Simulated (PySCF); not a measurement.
# C₁₂H₁₃PSi: NMR shifts at several levels of theory, part 2 of 2

PySCF 2.14.0. Atoms count from 0.

### Step 6. Shielding tensors: KT2/pcSseg-1

What the job is given:

```
{"job": {"kind": "nmr", "xc": "KT2", "basis": "pcSseg-1", "pop": false}, "charge": 0, "multiplicity": 1}
C     -2.876480     1.966904     0.863117
C     -3.444913     1.048845    -0.019494
C     -2.816873    -0.172988    -0.254442
C     -1.612572    -0.499601     0.387785
Si    -0.720627    -2.100389    -0.000657
P      0.928816    -1.801110    -1.539980
C      1.616429    -0.303363    -0.719457
C      2.549829    -0.483597     0.312020
C      3.073489     0.611488     0.995776
C      2.688389     1.905674     0.646155
C      1.774644     2.096458    -0.389262
C      1.237452     1.001213    -1.062025
C     -1.053254     0.436695     1.271947
C     -1.679525     1.658454     1.508353
H     -3.368395     2.925016     1.048744
H     -4.384239     1.285323    -0.525485
H     -3.275262    -0.884526    -0.948027
H     -1.689005    -3.111945    -0.526360
H     -0.042242    -2.633612     1.219804
H      0.073848    -1.126698    -2.464423
H      2.866504    -1.494464     0.585444
H      3.793699     0.452361     1.802114
H      3.102596     2.764796     1.178988
H      1.464073     3.106286    -0.668088
H      0.498894     1.162408    -1.850811
H     -0.108527     0.215594     1.776979
H     -1.226946     2.375559     2.197495
```

With the program's defaults for keys left out, this is: GIAO KT2/pcSseg-1 NMR shielding, non-relativistic, gas phase.

The program printed:

```text
coarse grid: 24344 points
cycle   1  E = -1109.5374908373  dE =  1.720e+00  |g| = 6.006e-01  |ddm| = 5.358e+00
cycle   2  E = -1109.4020030388  dE =  1.355e-01  |g| = 9.203e-01  |ddm| = 1.937e+00
cycle   3  E = -1109.6385656061  dE = -2.366e-01  |g| = 1.526e-01  |ddm| = 1.388e+00
cycle   4  E = -1109.6437425802  dE = -5.177e-03  |g| = 7.898e-02  |ddm| = 2.980e-01
cycle   5  E = -1109.6454611699  dE = -1.719e-03  |g| = 2.186e-02  |ddm| = 1.071e-01
cycle   6  E = -1109.6456074541  dE = -1.463e-04  |g| = 7.654e-03  |ddm| = 4.344e-02
cycle   7  E = -1109.6456220315  dE = -1.458e-05  |g| = 4.137e-03  |ddm| = 1.381e-02
cycle   8  E = -1109.6456270187  dE = -4.987e-06  |g| = 7.618e-04  |ddm| = 5.055e-03
final grid: 228184 points
cycle   9  E = -1109.6901110545  dE = -3.972e-04  |g| = 2.423e-02  |ddm| = 1.874e-01
cycle  10  E = -1109.6898877840  dE =  2.233e-04  |g| = 3.512e-02  |ddm| = 7.211e-02
cycle  11  E = -1109.6902288992  dE = -3.411e-04  |g| = 6.128e-03  |ddm| = 5.685e-02
cycle  12  E = -1109.6902354828  dE = -6.584e-06  |g| = 3.707e-03  |ddm| = 1.147e-02
cycle  13  E = -1109.6902396603  dE = -4.177e-06  |g| = 3.998e-04  |ddm| = 4.577e-03
cycle  14  E = -1109.6902397062  dE = -4.597e-08  |g| = 1.486e-04  |ddm| = 7.583e-04
cycle  15  E = -1109.6902397112  dE = -4.975e-09  |g| = 6.674e-05  |ddm| = 2.056e-04
cycle  16  E = -1109.6902397124  dE = -1.158e-09  |g| = 2.444e-05  |ddm| = 1.004e-04
cycle  17  E = -1109.6902397125  dE = -1.787e-10  |g| = 5.423e-06  |ddm| = 3.484e-05
converged SCF energy = -1109.6902397125

GIAO shielding tensors (ppm)
atom      isotropic    diamagn.    paramagn.     s11        s22        s33       span
  0 C       59.007     255.596    -196.589    -43.834     48.141    172.713    216.547
  1 C       59.972     254.358    -194.387    -42.416     51.657    170.674    213.090
  2 C       54.246     253.163    -198.917    -51.174     49.272    164.639    215.812
  3 C       56.637     262.391    -205.755    -30.474     16.651    183.733    214.206
  4 Si     397.228     886.587    -489.358    366.678    394.161    430.845     64.167
  5 P      452.756     971.768    -519.012    349.467    425.725    583.076    233.608
  6 C       54.244     267.311    -213.067    -33.649     28.880    167.503    201.152
  7 C       55.465     253.245    -197.779    -49.702     51.926    164.172    213.874
  8 C       59.785     254.581    -194.797    -41.403     50.862    169.895    211.298
  9 C       61.881     255.499    -193.618    -38.893     49.991    174.544    213.437
 10 C       58.617     255.173    -196.557    -43.611     49.324    170.137    213.748
 11 C       50.842     255.926    -205.083    -51.117     52.859    150.786    201.903
 12 C       52.122     256.493    -204.371    -56.811     43.968    169.208    226.019
 13 C       60.969     254.993    -194.025    -41.970     53.449    171.427    213.396
 14 H       24.148      29.158      -5.010     20.798     25.218     26.427      5.629
 15 H       24.073      28.770      -4.697     20.636     25.100     26.483      5.846
 16 H       23.877      32.394      -8.516     19.755     23.213     28.664      8.909
 17 H       26.114      30.288      -4.174     21.974     24.714     31.653      9.679
 18 H       26.556      31.136      -4.580     23.902     24.457     31.310      7.409
 19 H       27.830      32.299      -4.469     24.857     25.749     32.884      8.028
 20 H       23.845      32.692      -8.847     19.548     22.818     29.170      9.622
 21 H       24.028      29.614      -5.587     20.664     24.940     26.479      5.815
 22 H       24.177      29.743      -5.566     21.239     25.462     25.828      4.589
 23 H       24.417      32.090      -7.673     21.931     24.385     26.937      5.006
 24 H       24.809      35.976     -11.167     22.057     24.003     28.367      6.310
 25 H       25.470      37.199     -11.729     21.592     25.415     29.403      7.811
 26 H       24.544      32.704      -8.159     21.321     24.241     28.071      6.750
```

It took 56 s on 8 threads of Arm Neoverse V1, shared host.

In short: δ C7 130.1, C2 130.0, C6 129.0, C3 126.6, H14 7.03, H22 7.00 ppm (means over like atoms).

### Step 7. Shielding tensors: HF/pcSseg-1

Same as in step 6 but for these lines:

```diff
@@ -1,2 +1,2 @@
-{"job": {"kind": "nmr", "xc": "KT2", "basis": "pcSseg-1", "pop": false}, "charge": 0, "multiplicity": 1}
+{"job": {"kind": "nmr", "xc": "HF", "basis": "pcSseg-1", "pop": false}, "charge": 0, "multiplicity": 1}
 C     -2.876480     1.966904     0.863117
```

Level: GIAO HF/pcSseg-1 NMR shielding, non-relativistic, gas phase.

The program printed:

```text
final grid: 228184 points
cycle   1  E = -1091.3791482047  dE =  3.812e+00  |g| = 6.147e-01  |ddm| = 5.032e+00
cycle   2  E = -1091.5272193495  dE = -1.481e-01  |g| = 1.822e-01  |ddm| = 1.176e+00
cycle   3  E = -1091.5394406571  dE = -1.222e-02  |g| = 8.124e-02  |ddm| = 4.872e-01
cycle   4  E = -1091.5414606223  dE = -2.020e-03  |g| = 2.147e-02  |ddm| = 1.324e-01
cycle   5  E = -1091.5416063597  dE = -1.457e-04  |g| = 5.790e-03  |ddm| = 3.403e-02
cycle   6  E = -1091.5416251552  dE = -1.880e-05  |g| = 2.136e-03  |ddm| = 1.377e-02
cycle   7  E = -1091.5416283323  dE = -3.177e-06  |g| = 6.480e-04  |ddm| = 6.429e-03
cycle   8  E = -1091.5416287214  dE = -3.891e-07  |g| = 2.856e-04  |ddm| = 2.253e-03
cycle   9  E = -1091.5416287925  dE = -7.108e-08  |g| = 1.410e-04  |ddm| = 7.139e-04
cycle  10  E = -1091.5416288155  dE = -2.303e-08  |g| = 6.818e-05  |ddm| = 3.747e-04
cycle  11  E = -1091.5416288220  dE = -6.430e-09  |g| = 2.437e-05  |ddm| = 2.231e-04
cycle  12  E = -1091.5416288227  dE = -7.662e-10  |g| = 7.398e-06  |ddm| = 8.371e-05
converged SCF energy = -1091.5416288227

GIAO shielding tensors (ppm)
atom      isotropic    diamagn.    paramagn.     s11        s22        s33       span
  0 C       52.285     257.491    -205.206    -69.262     40.603    185.514    254.776
  1 C       56.731     256.523    -199.793    -62.884     48.336    184.740    247.624
  2 C       47.490     253.926    -206.435    -81.018     43.212    180.277    261.295
  3 C       54.235     263.756    -209.521    -50.334      8.492    204.547    254.881
  4 Si     424.395     878.219    -453.824    396.114    422.032    455.038     58.924
  5 P      496.280     967.091    -470.811    388.422    477.013    623.404    234.982
  6 C       50.717     267.951    -217.234    -59.556     20.700    191.009    250.565
  7 C       49.732     254.930    -205.198    -75.767     46.525    178.438    254.205
  8 C       54.965     256.558    -201.593    -65.076     45.643    184.329    249.404
  9 C       55.923     257.261    -201.338    -62.613     43.798    186.583    249.196
 10 C       53.825     256.441    -202.617    -67.389     43.434    185.429    252.818
 11 C       46.265     255.147    -208.881    -76.610     45.248    170.158    246.768
 12 C       44.783     255.346    -210.563    -86.438     34.899    185.888    272.325
 13 C       56.896     256.009    -199.113    -64.003     48.893    185.798    249.800
 14 H       24.235      29.353      -5.118     20.318     25.529     26.858      6.539
 15 H       24.272      29.086      -4.814     20.162     25.678     26.976      6.814
 16 H       23.979      32.187      -8.209     19.404     23.386     29.146      9.743
 17 H       27.002      30.500      -3.498     22.417     25.575     33.014     10.597
 18 H       27.375      30.887      -3.512     24.365     25.300     32.458      8.093
 19 H       28.644      33.189      -4.545     24.941     26.527     34.464      9.523
 20 H       23.996      32.778      -8.782     19.174     23.109     29.706     10.532
 21 H       24.118      29.945      -5.826     20.155     25.295     26.904      6.749
 22 H       24.266      29.960      -5.695     20.649     25.888     26.259      5.609
 23 H       24.622      32.231      -7.609     21.647     24.788     27.433      5.786
 24 H       25.103      35.526     -10.423     22.326     23.927     29.057      6.731
 25 H       25.914      36.404     -10.490     21.569     26.007     30.167      8.598
 26 H       24.809      32.734      -7.926     20.970     24.709     28.747      7.777
```

It took 57 s on 8 threads of Arm Neoverse V1, shared host.

This run: δ C2 144.7, C7 142.8, C6 140.1, C0 138.6, H14 7.45, H22 7.42 ppm (means over like atoms).

### Step 8. Comparing the runs: NMR shifts

Shifts (ppm) of some atoms, chosen among heavy atoms and hydrogens apart, means over like atoms, with basis size and wall time:

| run | C2 | C7 | C0 | C9 | H14 | H22 | P5 | functions | time |
| --- | --- | --- | --- | --- | --- | --- | --- | --- | --- |
| PBE0/pcSseg-1 | 141.3 | 140.5 | 135.2 | 132.1 | 7.34 | 7.32 | -142.1 | 317 | 87 s |
| PBE/pcSseg-1 | 138.5 | 138.1 | 132.4 | 129.4 | 7.22 | 7.19 | -131.2 | 317 | 55 s |
| wB97X-D/pcSseg-1 | 142.6 | 141.6 | 136.5 | 133.5 | 7.37 | 7.34 | -144.8 | 317 | 1.9 min |
| KT2/pcSseg-1 | 130.0 | 130.1 | 124.2 | 121.3 | 7.03 | 7.00 | -127.3 | 317 | 56 s |
| HF/pcSseg-1 | 144.7 | 142.8 | 138.6 | 134.9 | 7.45 | 7.42 | -140.1 | 317 | 57 s |

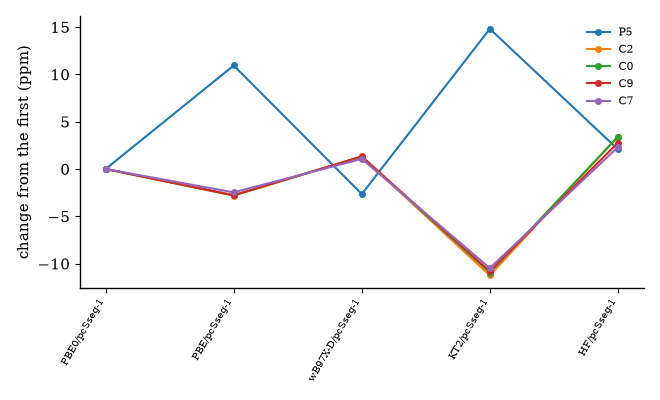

How five of the tabulated atoms move from run to run.

### Step 9. Results

What follows sums up all 2 parts.

| quantity | value |
| --- | --- |
| point group | C1 |
| rotational constants (main isotopes) | 0.74, 0.48, 0.34 GHz |
| 13C shifts against TMS (PBE0/pcSseg-1, means over atoms taken as alike) | 141.3, 140.5, 139.2, 136.4, 135.2, 134.4, 133.0, 132.1 ppm |
| 1H shifts against TMS (PBE0/pcSseg-1, means over atoms taken as alike) | 7.34, 7.32, 7.25, 7.15, 7.10, 6.74, 4.80, 3.33 ppm |
| 29Si shifts against TMS (PBE0/pcSseg-1) | -33.4 ppm |
| 31P shifts against H3PO4 (PBE0/pcSseg-1) | -142.1 ppm |
| range of the shift of P5 | -144.8 to -127.3 ppm |

In words: Single values in the summary come from the first run of each kind that ended normally (PBE0/pcSseg-1), which need not be the best level. The optimisation took 9 steps and gained 0.117 eV; among the close pairs (by a distance rule), P5–H19 changed most, from 1.393 to 1.428 Å. NICS(1)zz of -29 ppm above the planar ring from C0 marks a diatropic (aromatic) ring current. NICS(1)zz of -29 ppm above the planar ring from C6 marks a diatropic (aromatic) ring current. In ppm, P5 moves most: its shift spreads over 17.5 ppm, from -144.8 (wB97X-D/pcSseg-1) to -127.3 (KT2/pcSseg-1). Most of that comes from the computed reference, not from the atom's own shielding.
